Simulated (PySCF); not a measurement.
**Si2N3H9 (SMILES N[SiH2][SiH](N)N): levels of theory compared**

Aim: a comparison of 6 runs (HF/STO-3G, HF/3-21G, B3LYP/6-31G*, PBE0/def2-SVP, TPSS/6-311G**, CCSD(T)/cc-pVDZ) of Si2N3H9. The job is set up through a Python script.

The results are computed with PySCF 2.14.0.

### Step 1. The structure to begin with

Si2N3H9: 14 atoms, total charge 0, spin state singlet. SMILES: `N[SiH2][SiH](N)N`. Geometry: relaxed at GFN2-xTB. This is one conformer, not always the lowest.

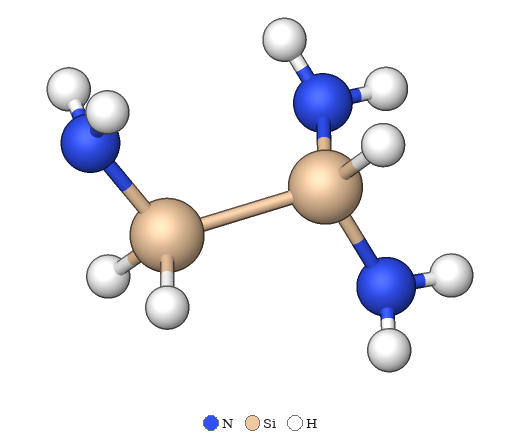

The structure, seen from a chosen angle (nitrogen blue, silicon light orange, hydrogen white).

### Step 2. Energy and gradient at HF/STO-3G (run 1)

Contents of run.py:

```python
import pyscf.grad
from pyscf import gto, scf

mol = gto.Mole()
mol.atom = '''
N     -0.162930     1.142740     2.365920
Si    -0.972260     0.713850     0.893160
Si     0.180670    -0.707810    -0.502180
N     -0.735990    -0.911540    -1.951770
N      1.622990     0.059350    -1.075340
H      0.009230     0.417890     3.044000
H      0.651490     1.733610     2.303480
H     -1.316760     2.023980     0.330670
H     -2.210880     0.087700     1.384600
H      0.520280    -2.032030     0.105460
H     -0.299380    -1.346240    -2.748620
H     -1.687100    -1.229340    -1.874160
H      2.100770    -0.334190    -1.870380
H      2.299870     0.382030    -0.404830
'''
mol.spin = 0
mol.max_memory = 1860
mol.verbose = 4
mol.basis = 'sto-3g'
mol.build()

mf = scf.RHF(mol)
mf.conv_tol = 1e-10
mf.kernel()
if not mf.converged:
    mf = mf.newton().run(mf.mo_coeff, mf.mo_occ)

e_final = mf.e_tot
print(f'total energy: {e_final:.8f} hartree')
grad = mf.Gradients().kernel()
mf.analyze()
```

Launch:

```sh
$ OMP_NUM_THREADS=1 python run.py
```

The log of the run:

```text
PySCF version 2.14.0

[... 82 lines left out ...]
One-electron Energy =                -1630.027991213130008
[... 10 lines left out ...]
MO #6   energy= -5.98296142202734  occ= 2
[... 8 lines left out ...]
MO #15  energy= -1.04646238188944  occ= 2
[... 8 lines left out ...]
MO #24  energy= -0.436355002062639 occ= 2
[... 8 lines left out ...]
MO #33  energy= 0.549304369364869  occ= 0
[... 8 lines left out ...]
MO #42  energy= 0.812065003289119  occ= 0
[... 59 lines left out ...]
Dipole moment(X, Y, Z, Debye):  1.28239, -2.35818,  0.00166
```

Run time: 3.9 s. Hardware: 1 thread of Intel Xeon at 2.70GHz, shared host; peak memory 0.12 GiB.

### Step 3. Energy and gradient at HF/3-21G (run 2)

Contents of geometry.xyz:

```xyz
14

N     -0.162930     1.142740     2.365920
Si    -0.972260     0.713850     0.893160
Si     0.180670    -0.707810    -0.502180
N     -0.735990    -0.911540    -1.951770
N      1.622990     0.059350    -1.075340
H      0.009230     0.417890     3.044000
H      0.651490     1.733610     2.303480
H     -1.316760     2.023980     0.330670
H     -2.210880     0.087700     1.384600
H      0.520280    -2.032030     0.105460
H     -0.299380    -1.346240    -2.748620
H     -1.687100    -1.229340    -1.874160
H      2.100770    -0.334190    -1.870380
H      2.299870     0.382030    -0.404830
```

Contents of run.py:

```python
# N[SiH2][SiH](N)N
import pyscf.grad
from pyscf import gto

mol = gto.Mole()
mol.atom = 'geometry.xyz'
mol.basis = '3-21g'
mol.max_memory = 1860
mol.verbose = 3
mol.build()

mf = mol.RHF()
mf.conv_tol = 1e-10
mf.kernel()
if not mf.converged:
    mf = mf.newton().run(mf.mo_coeff, mf.mo_occ)

e_tot = mf.e_tot
print('Final energy', e_tot)
grad = mf.Gradients().kernel()
dip = mf.dip_moment()
pop, q = mf.mulliken_pop()
```

Launch:

```sh
$ OMP_NUM_THREADS=1 python run.py
```

The log of the run:

```text
converged SCF energy = -742.50461774206
Final energy -742.5046177420604
[... 8 lines left out ...]
Dipole moment(X, Y, Z, Debye):  2.13568, -2.33390, -0.41718
[... 86 lines left out ...]
charge of   13H =      0.30533
```

Run time: 4.2 s. Hardware: 1 thread of Intel Xeon at 2.70GHz, shared host; peak memory 0.14 GiB.

### Step 4. Energy and forces at B3LYP/6-31G(d) (spherical functions) (run 3)

Contents of input.py:

```python
# N[SiH2][SiH](N)N
from pyscf import gto, dft

mol = gto.M(
    atom=[
    ('N', (-0.162930, 1.142740, 2.365920)),
    ('Si', (-0.972260, 0.713850, 0.893160)),
    ('Si', (0.180670, -0.707810, -0.502180)),
    ('N', (-0.735990, -0.911540, -1.951770)),
    ('N', (1.622990, 0.059350, -1.075340)),
    ('H', (0.009230, 0.417890, 3.044000)),
    ('H', (0.651490, 1.733610, 2.303480)),
    ('H', (-1.316760, 2.023980, 0.330670)),
    ('H', (-2.210880, 0.087700, 1.384600)),
    ('H', (0.520280, -2.032030, 0.105460)),
    ('H', (-0.299380, -1.346240, -2.748620)),
    ('H', (-1.687100, -1.229340, -1.874160)),
    ('H', (2.100770, -0.334190, -1.870380)),
    ('H', (2.299870, 0.382030, -0.404830)),
],
    basis='6-31g*',
    charge=0,
    max_memory=1860,
    verbose=4,
)

mf = dft.RKS(mol)
mf.xc = 'b3lyp'
mf.conv_tol = 1e-10
mf.grids.level = 5
mf.kernel()
if not mf.converged:
    mf = mf.newton().run(mf.mo_coeff, mf.mo_occ)

energy = mf.e_tot
print('E(%s) = %.9f' % ('B3LYP', energy))
grad = mf.nuc_grad_method().kernel()
dip = mf.dip_moment()
pop, q = mf.mulliken_pop()
```

Launch:

```sh
$ OMP_NUM_THREADS=1 python input.py
```

The log of the run:

```text
PySCF version 2.14.0

[... 82 lines left out ...]
converged SCF energy = -748.699139781931
[... 13 lines left out ...]
Dipole moment(X, Y, Z, Debye):  1.91893, -1.61061, -0.32850
[... 111 lines left out ...]
charge of   13H =      0.31106
```

Run time: 65 s. Hardware: 1 thread of Intel Xeon at 2.70GHz, shared host; peak memory 0.95 GiB.

Runs 4 to 5 aren't shown in full; the table further down has their settings and results.

### Step 5. The energy at CCSD(T)/cc-pVDZ (run 6)

Contents of input.py:

```python
# N[SiH2][SiH](N)N
from pyscf import gto, cc

system = gto.M(
    atom='''
N     -0.162930     1.142740     2.365920
Si    -0.972260     0.713850     0.893160
Si     0.180670    -0.707810    -0.502180
N     -0.735990    -0.911540    -1.951770
N      1.622990     0.059350    -1.075340
H      0.009230     0.417890     3.044000
H      0.651490     1.733610     2.303480
H     -1.316760     2.023980     0.330670
H     -2.210880     0.087700     1.384600
H      0.520280    -2.032030     0.105460
H     -0.299380    -1.346240    -2.748620
H     -1.687100    -1.229340    -1.874160
H      2.100770    -0.334190    -1.870380
H      2.299870     0.382030    -0.404830
''',
    max_memory=1860,
    spin=0,
    charge=0,
    basis='cc-pvdz',
    verbose=4,
)

myscf = system.RHF()
myscf.conv_tol = 1e-10
myscf.kernel()
if not myscf.converged:
    myscf = myscf.newton().run(myscf.mo_coeff, myscf.mo_occ)

mycc = cc.CCSD(myscf, frozen=13)
mycc.kernel()
e_t = mycc.ccsd_t()
e_tot = mycc.e_tot + e_t
print('Final energy', e_tot)
dip = myscf.dip_moment()
pop, q = myscf.mulliken_pop()
```

Launch:

```sh
$ OMP_NUM_THREADS=1 python input.py
```

The log of the run:

```text
PySCF version 2.14.0

[... 70 lines left out ...]
converged SCF energy = -746.514986799295
[... 12 lines left out ...]
Init t2, MP2 energy = -747.228471260828  E_corr(MP2) -0.713484461532999
[... 12 lines left out ...]
CCSD converged
[... 2 lines left out ...]
Final energy -747.3116043197745
Dipole moment(X, Y, Z, Debye):  1.84863, -1.57136, -0.37844
[... 138 lines left out ...]
charge of   13H =      0.10390
```

Run time: 3 min. Hardware: 1 thread of Intel Xeon at 2.70GHz, shared host; peak memory 1.7 GiB.

### Step 6. The series

| run | level | integration grid | task | energy (Eh) | dipole moment (D) of the reference | HOMO energy (eV) | LUMO energy (eV) | wall time |
| --- | --- | --- | --- | --- | --- | --- | --- | --- |
| 1 | HF/STO-3G | – | gradient | -737.703756 | 2.68 | -7.03 | 10.67 | 3.9 s |
| 2 | HF/3-21G | – | gradient | -742.504618 | 3.19 | -9.11 | 3.54 | 4.2 s |
| 3 | B3LYP/6-31G* (spherical functions) | 5 | gradient | -748.699140 | 2.53 | -5.96 | -0.07 | 65 s |
| 4 | PBE0/def2-SVP | 5 | gradient | -747.963884 | 2.36 | -6.26 | 0.11 | 82 s |
| 5 | TPSS/6-311G** | 5 | gradient | -748.851821 | 2.34 | -5.26 | -0.82 | 3.2 min |
| 6 | CCSD(T)/cc-pVDZ | – | energy | -747.311604 | 2.46 | -9.41 | 3.36 | 3 min |

### Step 7. Outcome

| quantity | value |
| --- | --- |
| run 6: total energy | -747.31160 Eh |
| run 6: dipole moment (Hartree–Fock density) | 2.46 D |
| run 6: HOMO energy (Hartree–Fock orbitals) | -9.41 eV |
| run 6: LUMO energy (Hartree–Fock orbitals) | 3.36 eV |
| run 6: HOMO–LUMO gap (Hartree–Fock orbitals) | 12.76 eV |
| run 6: correlation energy (13 core orbitals frozen) | -796.6 mEh |
| run 6: (T) correction | -19.66 mEh |
| run 6: T1 diagnostic | 0.011 |

What this shows: Over runs 1, 2, 3, 4, 5 the dipole moment (its size) runs from 2.34 D (TPSS/6-311G**) to 3.19 D (HF/3-21G). The two ends differ in method and basis. Over runs 1, 2, 3, 4, 5 the HOMO–LUMO gap runs from 4.44 eV (TPSS/6-311G**) to 17.70 eV (HF/STO-3G). Totals of different functionals can't be ranked against each other. In run 1 the basis is minimal, so the values are rough. All runs together took 8.7 min, the longest 3.2 min.
